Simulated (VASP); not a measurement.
Band structure of CuAu (L1_0). All values below come from optB88-vdW, VASP's PBE PAW potentials (set 64) (plane waves; VASP).

Unless said otherwise, spin-orbit coupling is left out, though it shifts the bands of the heavy elements here.

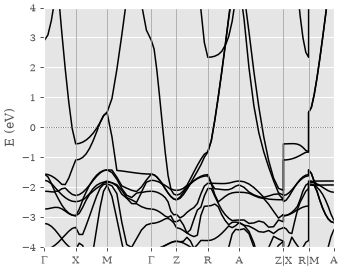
Bands along high-symmetry lines, zero at the valence-band maximum or, without a gap, the Fermi level

**Question.** Read the plot: is there a gap, and where are the band edges?

**Answer.** It has no gap at this level: it comes out as a metal or semimetal. (Edges off the drawn lines would not show.)

The compound is CuAu in the L1_0 structure. It was relaxed first.
